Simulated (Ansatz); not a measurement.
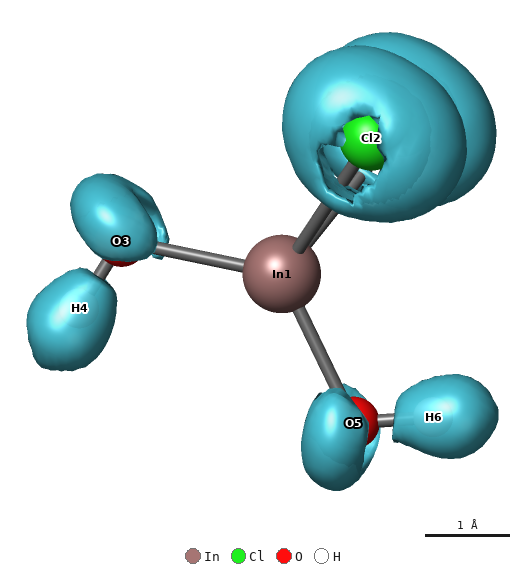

Figure 1: Cl₂H₂InO₂ (doublet). Isosurface of the electron localisation function at 0.85 (cyan), seen across its widest extent. Core shells and regions of very low density are left out.

Core potentials replace the inner electrons of In.

Level of theory: UKS PBE0/def2-SVP in Ansatz 0.2.0.

The calculation's input:

```
crystal:
  periodic: [false, false, false]
  atoms:
    - { symbol: In, position_ang: [-0.076647, -0.044582, 0.4127] }
    - { symbol: Cl, position_ang: [-1.195608, 1.315294, 2.086166] }
    - { symbol: O, position_ang: [1.870332, -0.050184, 0.053394] }
    - { symbol: H, position_ang: [2.042828, -0.570248, -0.744377] }
    - { symbol: O, position_ang: [-1.342198, -0.907232, -0.858298] }
    - { symbol: H, position_ang: [-2.261589, -0.686921, -0.658264] }
    - { symbol: Cl, position_ang: [0.753083, -0.854727, 3.502279] }
magnetization:
  spin_polarized: true
  initial_magnetization: 1
basis:
  gaussian: { orbitals: def2-SVP }
hamiltonian:
  xc: pbe0
relax:
  f_tol: 0.03
  max_steps: 50
output:
  orbitals: {}
```

Command:

```sh
ansatz run input.yaml --threads 4 --pin off --max-ram 5120MiB --backend cpu --events-out ev --progress --plain --runs-dir out
```

The fields are those of the relaxed geometry.

Question: Describe the localisation domains.

Answer: The ELF exceeds this value in two regions around hydrogen nuclei, two lobes on O, pointing away from the bonds (non-bonding electrons, which may merge into one lobe) and two regions wrapped around Cl (the valence shell of each). Profiles from the grid: In–O (1.98 Å): the ELF peaks at about 0.80 in the valence shell of O, 0.6 Å from its nucleus, and drops to about 0.15 between the two atoms. In–Cl (2.52 Å): the ELF peaks at about 0.85 in the valence shell of Cl, 0.8 Å from its nucleus, and drops to about 0.10 between the two atoms.
